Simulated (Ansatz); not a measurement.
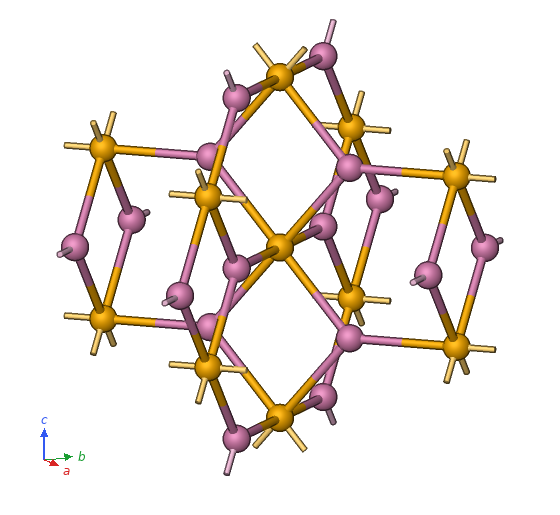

A cut-out of a periodic net derived from a crystal structure. Nodes are coloured by topological kind. Short stubs are edges that leave the cut-out.

Classify the net: periodicity, connectivity, name.

Answer. A binodal (3,6)-connected, three-periodic net. It is the rtl net, known from rutile.

Give point symbol and coordination sequence of each kind of node.

Answer. 3-connected node: 4·6², sequence 3, 14, 19, 62, 51; 6-connected node: 4²·6¹⁰·8³, sequence 6, 10, 38, 34, 102.

Origin of the net. TiO2 (space group P4_2/mnm, No. 136): the input geometry of an electronic-structure calculation (not necessarily at equilibrium). Bonds are taken as O–Ti below 2.2 Å; no other contact counts. Simplification: prune 0- and 1-connected atoms, fold 2-connected ones into links. O is a 3-connected node; Ti is a 6-connected node, in the ratio 2:1.
